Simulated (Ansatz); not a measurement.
## Geometry relaxation, with input and output: C₄₈H₃₄ (part 3 of 3)

C₄₈H₃₄; RKS PBE-D4/def2-SVP (Ansatz 0.2.0). The geometry: GFN2-xTB start.

Trajectory as extended XYZ, continued
```
82
Properties=species:S:1:pos:R:3:forces:R:3 step=14 energy=-50234.84419
C    16.6077   -0.1148    0.0620   -0.0518  -0.0051   0.0090
C    15.8984   -0.5099   -1.0865    0.0015   0.0625   0.0873
C    14.4967   -0.4972   -1.0880   -0.0087   0.0212   0.0874
C    13.7714   -0.0963    0.0608    0.0337  -0.0045   0.0022
C    12.2875   -0.0866    0.0599    0.0060   0.0019  -0.0008
C    11.5520   -0.4435    1.2145    0.0081   0.0060  -0.0556
C    10.1540   -0.4398    1.2122   -0.0099   0.0265  -0.0583
C     9.4252   -0.0676    0.0579    0.0158   0.0002   0.0001
C     7.9436   -0.0579    0.0566    0.0201   0.0001   0.0001
C     7.2047   -1.0403    0.7548   -0.0015   0.0091  -0.0083
C     5.8069   -1.0354    0.7473    0.0019   0.0116  -0.0097
C     5.0831   -0.0402    0.0518   -0.0069   0.0003   0.0002
C     3.6019   -0.0316    0.0475    0.0212  -0.0011  -0.0011
C     2.8779    1.1800    0.1178   -0.0081   0.0017  -0.0017
C     1.4800    1.1878    0.1182    0.0073  -0.0011   0.0048
C     0.7428   -0.0147    0.0338   -0.0222   0.0008  -0.0001
C    -0.7384   -0.0055    0.0238    0.0118  -0.0007   0.0007
C    -1.4693    0.8841    0.8437   -0.0021  -0.0138  -0.0091
C    -2.8671    0.8887    0.8379    0.0033  -0.0055  -0.0104
C    -3.5973    0.0152    0.0003   -0.0190   0.0000  -0.0006
C    -5.0780    0.0274   -0.0138    0.0008  -0.0007  -0.0008
C    -5.8003   -0.1387   -1.2179   -0.0036   0.0003   0.0308
C    -7.1976   -0.1205   -1.2318    0.0027   0.0101   0.0220
C    -7.9439    0.0532   -0.0422   -0.0096   0.0009   0.0003
C    -9.4258    0.0672   -0.0573    0.0036   0.0003   0.0001
C   -10.1652    0.7847    0.9126    0.0006  -0.0097  -0.0218
C   -11.5628    0.7957    0.9004   -0.0028  -0.0160  -0.0217
C   -12.2930    0.0958   -0.0878   -0.0011  -0.0002   0.0004
C   -13.7758    0.1110   -0.1038   -0.0056   0.0003   0.0004
C   -14.5158    0.1012    1.1020    0.0078  -0.0167  -0.0350
C   -15.9171    0.1120    1.0868   -0.0097   0.0259  -0.0345
C   -16.6110    0.1403   -0.1348    0.0241  -0.0001  -0.0001
C   -15.8902    0.1540   -1.3410   -0.0107  -0.0253   0.0354
C   -14.4890    0.1358   -1.3256    0.0067   0.0164   0.0353
C   -11.5561   -0.6190   -1.0601   -0.0042   0.0157   0.0212
C   -10.1587   -0.6359   -1.0426    0.0007   0.0090   0.0213
C    -7.2183    0.2134    1.1620    0.0021  -0.0115  -0.0212
C    -5.8209    0.2064    1.1759   -0.0032   0.0012  -0.0298
C    -2.8661   -0.8697   -0.8246    0.0048   0.0080   0.0106
C    -1.4685   -0.8853   -0.8073   -0.0028   0.0141   0.0099
C     1.4665   -1.2259   -0.0423    0.0082   0.0000  -0.0058
C     2.8643   -1.2346   -0.0287   -0.0073  -0.0005   0.0041
C     5.8215    0.9463   -0.6408    0.0019  -0.0120   0.0100
C     7.2193    0.9340   -0.6435   -0.0023  -0.0102   0.0081
C    10.1604    0.2949   -1.0953   -0.0090  -0.0279   0.0589
C    11.5584    0.2801   -1.0957    0.0071  -0.0065   0.0574
C    14.5007    0.2942    1.2107    0.0003  -0.0179  -0.0974
C    15.9025    0.2884    1.2106   -0.0024  -0.0567  -0.1008
H    17.7085   -0.1221    0.0625   -0.0043   0.0015   0.0000
H    16.4391   -0.8344   -1.9899    0.0077   0.0064   0.0391
H    13.9526   -0.8318   -1.9852   -0.0081   0.0138   0.0346
H    12.0874   -0.7502    2.1262    0.0089   0.0065  -0.0186
H     9.6129   -0.7103    2.1321   -0.0037   0.0031  -0.0216
H     7.7390   -1.8354    1.2969    0.0006   0.0051  -0.0050
H     5.2603   -1.8079    1.3096    0.0007   0.0054  -0.0054
H     3.4246    2.1322    0.1936   -0.0002  -0.0004   0.0009
H     0.9437    2.1478    0.1640    0.0005   0.0006  -0.0007
H    -0.9283    1.5699    1.5133    0.0021  -0.0001  -0.0023
H    -3.4085    1.6000    1.4800   -0.0034  -0.0032  -0.0008
H    -5.2529   -0.2441   -2.1670    0.0042   0.0000   0.0085
H    -7.7216   -0.2066   -2.1955   -0.0071  -0.0027   0.0114
H    -9.6347    1.3775    1.6731    0.0028  -0.0107  -0.0152
H   -12.1025    1.3922    1.6522   -0.0015  -0.0102  -0.0165
H   -13.9824    0.0519    2.0642   -0.0008   0.0082  -0.0243
H   -16.4718    0.0934    2.0385    0.0026  -0.0042  -0.0288
H   -17.7115    0.1518   -0.1468    0.0007  -0.0003   0.0001
H   -16.4234    0.1839   -2.3044    0.0014   0.0041   0.0280
H   -13.9338    0.1741   -2.2758   -0.0011  -0.0085   0.0239
H   -12.0915   -1.2049   -1.8232   -0.0012   0.0110   0.0168
H    -9.6241   -1.2393   -1.7919    0.0028   0.0107   0.0154
H    -7.7598    0.3091    2.1151   -0.0064   0.0030  -0.0121
H    -5.2906    0.3024    2.1357    0.0036  -0.0003  -0.0094
H    -3.4071   -1.5727   -1.4760   -0.0044   0.0012   0.0007
H    -0.9265   -1.5790   -1.4679    0.0023   0.0004   0.0014
H     0.9193   -2.1795   -0.0936    0.0006  -0.0005   0.0007
H     3.4004   -2.1932   -0.0992   -0.0002   0.0003  -0.0018
H     5.2865    1.7255   -1.2050    0.0006  -0.0052   0.0050
H     7.7652    1.7222   -1.1840    0.0011  -0.0044   0.0050
H     9.6242    0.5721   -2.0161   -0.0043  -0.0020   0.0208
H    12.0990    0.5796   -2.0067    0.0092  -0.0063   0.0179
H    13.9604    0.6374    2.1067   -0.0129  -0.0152  -0.0267
H    16.4466    0.6068    2.1140    0.0099  -0.0074  -0.0344
82
Properties=species:S:1:pos:R:3:forces:R:3 step=19 energy=-50234.85868
C    16.6182   -0.1172    0.0684   -0.0311   0.0039  -0.0001
C    15.9106   -0.3188   -1.1287    0.0176  -0.0055   0.0361
C    14.5094   -0.3091   -1.1305   -0.0151   0.0077   0.0398
C    13.7814   -0.0972    0.0644    0.0220  -0.0045   0.0002
C    12.2984   -0.0869    0.0623   -0.0153   0.0005   0.0000
C    11.5597   -0.6028    1.1523    0.0112   0.0230  -0.0222
C    10.1619   -0.5947    1.1496   -0.0106   0.0037  -0.0255
C     9.4332   -0.0673    0.0579    0.0218   0.0010   0.0004
C     7.9522   -0.0575    0.0553   -0.0118   0.0007   0.0018
C     7.2100   -1.1021    0.6537    0.0059   0.0158  -0.0035
C     5.8125   -1.0947    0.6478   -0.0059   0.0079  -0.0133
C     5.0867   -0.0395    0.0482    0.0164   0.0006   0.0013
C     3.6059   -0.0306    0.0430   -0.0059   0.0001  -0.0028
C     2.8788    1.1766    0.1567    0.0019  -0.0029  -0.0011
C     1.4813    1.1847    0.1534   -0.0012  -0.0024   0.0063
C     0.7409   -0.0133    0.0289    0.0068   0.0007  -0.0030
C    -0.7398   -0.0038    0.0192   -0.0042  -0.0025   0.0026
C    -1.4730    0.9097    0.8108    0.0013   0.0058  -0.0063
C    -2.8705    0.9176    0.8022   -0.0021  -0.0057   0.0043
C    -3.6043    0.0167   -0.0031    0.0028  -0.0027   0.0033
C    -5.0848    0.0286   -0.0161   -0.0133  -0.0018  -0.0004
C    -5.8107   -0.2484   -1.1978    0.0064   0.0127   0.0115
C    -7.2079   -0.2328   -1.2112   -0.0085   0.0013   0.0134
C    -7.9520    0.0536   -0.0427    0.0116  -0.0024   0.0008
C    -9.4330    0.0672   -0.0569   -0.0258   0.0011  -0.0011
C   -10.1693    0.9114    0.8078    0.0123  -0.0194  -0.0211
C   -11.5668    0.9238    0.7952   -0.0133  -0.0229  -0.0230
C   -12.3003    0.0950   -0.0855    0.0240   0.0007  -0.0002
C   -13.7828    0.1097   -0.1007   -0.0324   0.0003  -0.0004
C   -14.5211    0.2997    1.0917    0.0173   0.0001  -0.0392
C   -15.9222    0.3143    1.0774   -0.0172  -0.0197  -0.0414
C   -16.6195    0.1380   -0.1299    0.0357   0.0007   0.0005
C   -15.9012   -0.0524   -1.3226   -0.0174   0.0217   0.0412
C   -14.5001   -0.0657   -1.3080    0.0167  -0.0020   0.0398
C   -11.5655   -0.7481   -0.9515   -0.0133   0.0215   0.0239
C   -10.1681   -0.7629   -0.9361    0.0127   0.0189   0.0217
C    -7.2248    0.3264    1.1396   -0.0083   0.0012  -0.0142
C    -5.8275    0.3176    1.1521    0.0064  -0.0089  -0.0116
C    -2.8711   -0.8958   -0.7957   -0.0021   0.0112  -0.0106
C    -1.4737   -0.9078   -0.7827    0.0013  -0.0036   0.0043
C     1.4679   -1.2202   -0.0879   -0.0013   0.0023  -0.0036
C     2.8654   -1.2290   -0.0774    0.0019   0.0025   0.0057
C     5.8287    1.0069   -0.5472   -0.0062  -0.0086   0.0123
C     7.2262    0.9968   -0.5460    0.0057  -0.0175   0.0007
C    10.1724    0.4503   -1.0314   -0.0104  -0.0058   0.0247
C    11.5701    0.4392   -1.0299    0.0107  -0.0229   0.0225
C    14.5089    0.1039    1.2614   -0.0129   0.0015  -0.0421
C    15.9102    0.0947    1.2634    0.0153  -0.0018  -0.0365
H    17.7188   -0.1246    0.0698   -0.0006  -0.0004   0.0000
H    16.4552   -0.4973   -2.0693   -0.0045   0.0084   0.0197
H    13.9655   -0.4973   -2.0692    0.0033   0.0063   0.0169
H    12.0939   -1.0339    2.0130   -0.0028   0.0024  -0.0154
H     9.6202   -0.9903    2.0226    0.0014   0.0074  -0.0144
H     7.7414   -1.9472    1.1172   -0.0006   0.0060  -0.0061
H     5.2680   -1.9178    1.1353    0.0007   0.0082  -0.0026
H     3.4224    2.1268    0.2693   -0.0003  -0.0016  -0.0001
H     0.9482    2.1444    0.2304   -0.0002  -0.0015  -0.0023
H    -0.9343    1.6166    1.4597   -0.0003  -0.0023   0.0010
H    -3.4090    1.6519    1.4203    0.0011   0.0010  -0.0023
H    -5.2658   -0.4389   -2.1349   -0.0013  -0.0030   0.0065
H    -7.7361   -0.4111   -2.1600    0.0013   0.0009   0.0066
H    -9.6343    1.6002    1.4793   -0.0009  -0.0103  -0.0120
H   -12.1044    1.6196    1.4576    0.0023  -0.0103  -0.0122
H   -13.9862    0.4101    2.0477   -0.0021  -0.0023  -0.0217
H   -16.4749    0.4525    2.0201    0.0035   0.0025  -0.0227
H   -17.7200    0.1494   -0.1412    0.0008  -0.0007   0.0001
H   -16.4371   -0.1792   -2.2766    0.0030  -0.0035   0.0227
H   -13.9479   -0.1870   -2.2529   -0.0024   0.0027   0.0216
H   -12.1032   -1.4338   -1.6244    0.0025   0.0110   0.0119
H    -9.6333   -1.4621   -1.5969   -0.0010   0.0106   0.0118
H    -7.7673    0.5146    2.0783    0.0014  -0.0019  -0.0066
H    -5.2968    0.4995    2.0990   -0.0012   0.0016  -0.0066
H    -3.4104   -1.6215   -1.4232    0.0011  -0.0030   0.0047
H    -0.9351   -1.6218   -1.4239   -0.0003   0.0012   0.0002
H     0.9240   -2.1734   -0.1698   -0.0002   0.0015   0.0011
H     3.3985   -2.1858   -0.1840   -0.0001   0.0018  -0.0021
H     5.2971    1.8364   -1.0379    0.0003  -0.0076   0.0034
H     7.7705    1.8349   -1.0073   -0.0008  -0.0055   0.0070
H     9.6389    0.8530   -1.9061    0.0011  -0.0069   0.0144
H    12.1128    0.8628   -1.8890   -0.0028  -0.0020   0.0154
H    13.9652    0.3004    2.1983    0.0026  -0.0078  -0.0152
H    16.4546    0.2659    2.2054   -0.0040  -0.0083  -0.0187
82
Properties=species:S:1:pos:R:3:forces:R:3 step=23 energy=-50234.86181
C    16.6202   -0.1171    0.0729   -0.0092  -0.0013   0.0007
C    15.9138   -0.2309   -1.1353    0.0060   0.0054   0.0062
C    14.5127   -0.2207   -1.1380   -0.0071  -0.0012   0.0056
C    13.7829   -0.0977    0.0672    0.0123  -0.0004   0.0006
C    12.3001   -0.0874    0.0641   -0.0080   0.0001   0.0000
C    11.5599   -0.6719    1.1171    0.0045   0.0008  -0.0030
C    10.1623   -0.6641    1.1134   -0.0050   0.0035  -0.0072
C     9.4344   -0.0679    0.0580    0.0046   0.0000   0.0000
C     7.9534   -0.0580    0.0544   -0.0004   0.0000   0.0000
C     7.2105   -1.1303    0.5997    0.0018   0.0039  -0.0018
C     5.8131   -1.1223    0.5935   -0.0013   0.0043  -0.0024
C     5.0873   -0.0396    0.0457   -0.0011   0.0001   0.0000
C     3.6064   -0.0304    0.0398    0.0051  -0.0001  -0.0001
C     2.8789    1.1738    0.1792   -0.0018  -0.0015  -0.0002
C     1.4815    1.1824    0.1742    0.0014  -0.0024   0.0002
C     0.7404   -0.0123    0.0250   -0.0050   0.0001   0.0000
C    -0.7404   -0.0026    0.0154    0.0052   0.0000   0.0001
C    -1.4739    0.9185    0.7979   -0.0018  -0.0008  -0.0014
C    -2.8713    0.9272    0.7890    0.0026   0.0002   0.0003
C    -3.6063    0.0181   -0.0060   -0.0045   0.0001   0.0001
C    -5.0869    0.0298   -0.0183    0.0007  -0.0001  -0.0001
C    -5.8143   -0.2943   -1.1868   -0.0001   0.0003   0.0022
C    -7.2115   -0.2815   -1.1991    0.0011   0.0002   0.0020
C    -7.9537    0.0542   -0.0433   -0.0007   0.0000   0.0000
C    -9.4344    0.0676   -0.0566   -0.0064  -0.0001  -0.0002
C   -10.1683    0.9715    0.7460    0.0050  -0.0055  -0.0056
C   -11.5658    0.9843    0.7331   -0.0052  -0.0059  -0.0059
C   -12.3006    0.0944   -0.0836    0.0067   0.0000   0.0001
C   -13.7831    0.1087   -0.0980   -0.0085   0.0001  -0.0001
C   -14.5198    0.3981    1.0742    0.0077  -0.0028  -0.0120
C   -15.9207    0.4116    1.0607   -0.0081  -0.0009  -0.0086
C   -16.6198    0.1363   -0.1258    0.0101  -0.0001   0.0002
C   -15.9032   -0.1528   -1.2984   -0.0082   0.0010   0.0083
C   -14.5022   -0.1665   -1.2844    0.0075   0.0026   0.0122
C   -11.5674   -0.8094   -0.8863   -0.0049   0.0060   0.0058
C   -10.1699   -0.8228   -0.8728    0.0049   0.0054   0.0058
C    -7.2261    0.3771    1.1254    0.0010  -0.0002  -0.0022
C    -5.8288    0.3662    1.1374   -0.0002  -0.0003  -0.0023
C    -2.8727   -0.9021   -0.7895    0.0027  -0.0004  -0.0004
C    -1.4754   -0.9136   -0.7775   -0.0019   0.0008   0.0012
C     1.4679   -1.2164   -0.1158    0.0014   0.0021  -0.0002
C     2.8652   -1.2255   -0.1064   -0.0016   0.0017   0.0002
C     5.8303    1.0339   -0.4973   -0.0015  -0.0043   0.0023
C     7.2277    1.0240   -0.4949    0.0015  -0.0038   0.0017
C    10.1749    0.5183   -0.9942   -0.0052  -0.0035   0.0072
C    11.5725    0.5071   -0.9919    0.0045  -0.0009   0.0031
C    14.5094    0.0153    1.2753   -0.0077   0.0012  -0.0063
C    15.9105    0.0062    1.2783    0.0072  -0.0036  -0.0066
H    17.7208   -0.1247    0.0752    0.0002   0.0003  -0.0001
H    16.4591   -0.3374   -2.0859   -0.0008  -0.0002   0.0082
H    13.9704   -0.3384   -2.0886    0.0016   0.0014   0.0076
H    12.0928   -1.1591    1.9478   -0.0009   0.0029  -0.0053
H     9.6199   -1.1144    1.9585    0.0024   0.0020  -0.0043
H     7.7411   -1.9979    1.0203   -0.0014   0.0028  -0.0014
H     5.2688   -1.9676    1.0412    0.0013   0.0023  -0.0013
H     3.4216    2.1217    0.3131   -0.0004  -0.0004  -0.0001
H     0.9495    2.1410    0.2688    0.0009   0.0001   0.0000
H    -0.9360    1.6309    1.4414   -0.0006   0.0003   0.0001
H    -3.4079    1.6697    1.3987   -0.0002  -0.0002  -0.0003
H    -5.2712   -0.5236   -2.1160   -0.0004   0.0003   0.0022
H    -7.7416   -0.5007   -2.1382   -0.0003   0.0005   0.0028
H    -9.6307    1.7056    1.3651   -0.0018  -0.0055  -0.0045
H   -12.1023    1.7272    1.3427    0.0016  -0.0058  -0.0048
H   -13.9833    0.5878    2.0164   -0.0029  -0.0017  -0.0087
H   -16.4723    0.6303    1.9884    0.0023  -0.0024  -0.0097
H   -17.7203    0.1470   -0.1365   -0.0002   0.0000   0.0000
H   -16.4406   -0.3609   -2.2367    0.0023   0.0023   0.0100
H   -13.9512   -0.3668   -2.2161   -0.0029   0.0018   0.0086
H   -12.1061   -1.5422   -1.5061    0.0016   0.0058   0.0049
H    -9.6346   -1.5670   -1.4818   -0.0016   0.0055   0.0044
H    -7.7687    0.6056    2.0551   -0.0003  -0.0005  -0.0027
H    -5.2982    0.5865    2.0760   -0.0004  -0.0003  -0.0022
H    -3.4108   -1.6367   -1.4073   -0.0003   0.0003   0.0004
H    -0.9383   -1.6336   -1.4131   -0.0006  -0.0002  -0.0001
H     0.9248   -2.1682   -0.2161    0.0009   0.0000  -0.0001
H     3.3973   -2.1801   -0.2348   -0.0005   0.0004   0.0000
H     5.2998    1.8860   -0.9484    0.0013  -0.0023   0.0013
H     7.7720    1.8846   -0.9123   -0.0015  -0.0029   0.0014
H     9.6424    0.9759   -1.8417    0.0023  -0.0020   0.0043
H    12.1155    0.9870   -1.8203   -0.0010  -0.0030   0.0054
H    13.9650    0.1405    2.2237    0.0016  -0.0016  -0.0076
H    16.4535    0.1053    2.2310   -0.0011  -0.0001  -0.0080
```

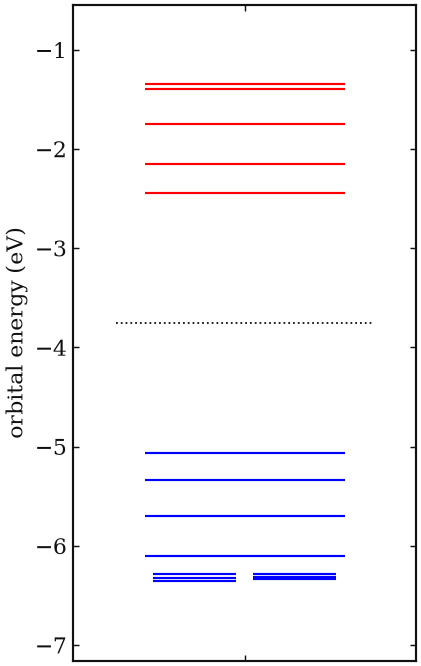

Fig. 1: Orbital energies near the frontier; the dotted line parts filled from empty levels, and levels within 0.02 eV of each other stand side by side. Highest filled −5.06 eV, lowest empty −2.45 eV, 2.61 eV apart.

Key numbers

```json
{"quantity": "outcome", "value": "converged"}
{"quantity": "total energy", "value": "−50234.8619 eV"}
{"quantity": "mean-field energy", "value": "−50231.4983 eV"}
{"quantity": "dispersion energy", "value": "−3.3637 eV"}
{"quantity": "HOMO", "value": "−5.06 eV"}
{"quantity": "LUMO", "value": "−2.45 eV"}
{"quantity": "largest force (length of the vector) at the end", "value": "0.015 eV/Å"}
{"quantity": "dipole moment", "value": "0.02 D"}
{"quantity": "hardware", "value": "4 CPU threads, shared host"}
{"quantity": "wall time", "value": "3.4 min (CPU time 5.6 min)"}
{"quantity": "peak memory", "value": "1.3 GiB"}
```
